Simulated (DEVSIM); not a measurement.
Structure: Ti/SiO2/n-Si capacitor, at 300 K.

| layer (left to right) | material | thickness (nm) | Nd (cm⁻³) |
|---|---|---|---|
| 1 | SiO2 | 9.00 | - |
| 2 | Si | 7600 | 5.7e15 |

Metal gate on the left, work function 4.33 eV. Fixed charge at the semiconductor interface 1.9e10 cm⁻² (in units of +e); interface traps 3.4e10 cm⁻² eV⁻¹, uniform in energy, neutral level at 0.5 of the gap above the valence band.

The device is made up for the run: typed textbook-type constants, with dimensions and the other settings drawn at random. Values at 300 K.

```csv
parameter,SiO2,Si
gap (eV),9,1.124
affinity (eV),0.9,4.05
permittivity,3.9,11.7
Nc (cm⁻³),-,2.86e19
Nv (cm⁻³),-,3.1e19
```

DEVSIM, 1D Poisson equation in equilibrium, Boltzmann statistics, complete ionisation; no quantum confinement or tunnelling. Metal contacts follow the ideal Schottky-Mott rule: no Fermi-level pinning, no interface dipoles.

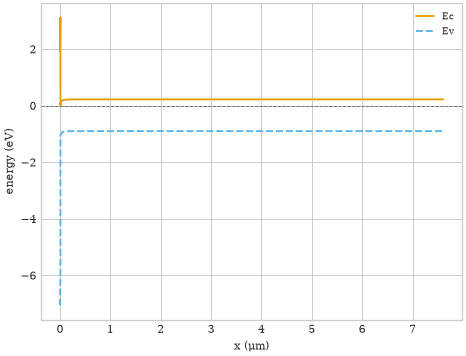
Band edges at 1.5 V on the gate

Energies count from the Fermi level of the right contact; mesh points crowd at the junctions.

```tsv
x (μm)	Ec (eV)	Ev (eV)	n (cm⁻³)	p (cm⁻³)	field (V/cm)
0.000	1.930	-7.070	< 1e2	< 1e2	1400000
0.001371	2.117	-6.883	< 1e2	< 1e2	1400000
0.004071	2.484	-6.516	< 1e2	< 1e2	1400000
0.007071	2.893	-6.107	< 1e2	< 1e2	1400000
0.009081	0.007	-1.117	2.2e19	< 1e2	420000
0.01084	0.053	-1.071	3.7e18	< 1e2	170000
0.01483	0.096	-1.028	7.0e17	170	73000
0.02998	0.153	-0.971	7.7e16	1500	21000
0.06127	0.190	-0.934	1.8e16	6400	6800
0.1325	0.213	-0.911	7.4e15	16000	1300
0.3088	0.220	-0.904	5.8e15	20000	47
0.9604	0.220	-0.904	5.7e15	20000	≈ 0
2.230	0.220	-0.904	5.7e15	20000	≈ 0
4.902	0.220	-0.904	5.7e15	20000	≈ 0
6.755	0.220	-0.904	5.7e15	20000	≈ 0
7.243	0.220	-0.904	5.7e15	20000	≈ 0
7.458	0.220	-0.904	5.7e15	20000	≈ 0
7.545	0.220	-0.904	5.7e15	20000	≈ 0
7.590	0.220	-0.904	5.7e15	20000	≈ 0
7.602	0.220	-0.904	5.7e15	20000	≈ 0
7.606	0.220	-0.904	5.7e15	20000	≈ 0
7.609	0.220	-0.904	5.7e15	20000	≈ 0
```
